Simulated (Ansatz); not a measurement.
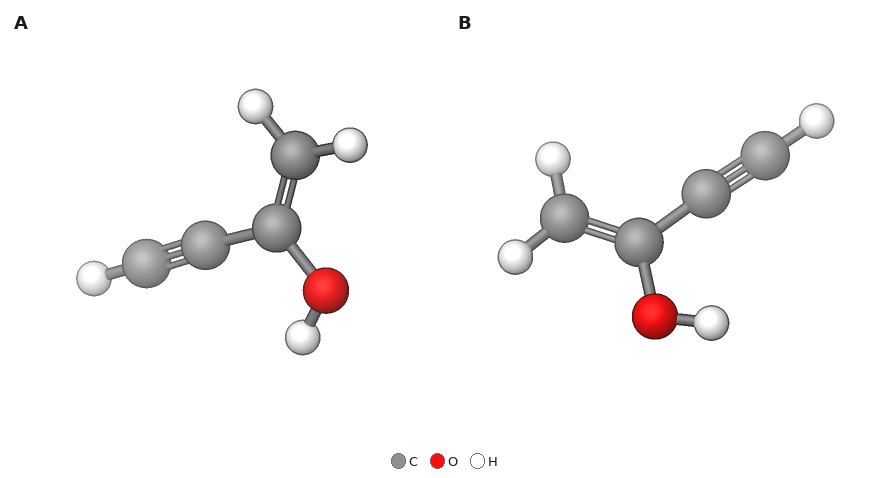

Depth is shown by fading: the farther an atom, the more it takes the colour of the background. Computed geometry: PBE0-D4/def2-TZVP optimisation.

**How are A and B related: the same structure turned, mirror images, conformers, diastereomers or constitutional isomers?**

They are the same structure, C4H4O (C#CC(=C)O), seen from two directions. With point group Cs it is achiral, so its mirror image would be the same too.
